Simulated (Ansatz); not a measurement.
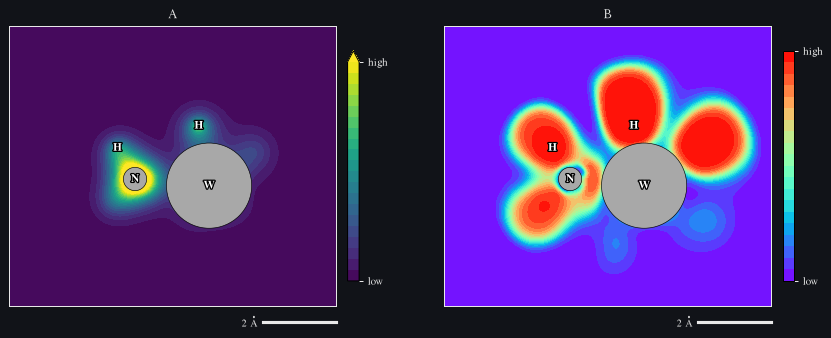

H7NW···H2: 2 fields on the plane of atoms H4, W1 and N8, with unlabelled colour scales. Grey discs cover the atomic cores.

Core potentials replace the inner electrons of W; not at a stationary point (largest force 1.6 eV/Å).

The calculation used Ansatz 0.2.0, RHF/def2-SVP.

```
atom    x (Å)    y (Å)    z (Å)
   W   0.2672   0.2551  -0.3487
   H   0.1169   0.2628   2.5689
   H   1.4323  -0.6539   0.4207
   H  -0.6672   1.4557   0.3266
   H  -1.3521  -0.1376  -0.0410
   H  -0.1431  -1.3436   0.0208
   H   0.4517   0.3519  -2.0572
   N   1.5933   1.6064   0.3991
   H   2.5227   1.3786   0.6984
   H   1.3508   2.5338   0.6924
   H   0.5677   0.6873   2.2130
```

Which field does each panel show? The fields are: electron density and electron localisation function.

Answer. Panel A: electron density. Panel B: electron localisation function. From the grid: W–N (2.04 Å): ρ at the midpoint is about 0.87 e/Å³; the ELF peaks at about 0.90 in the valence shell of N, 0.6 Å from its nucleus, and is about 0.30 at the midpoint. N–H (1.00 Å): ρ is about 2.9 e/Å³ halfway; the ELF climbs to about 1 towards the hydrogen, as it does in any bond to H (an ordinary covalent bond to hydrogen).
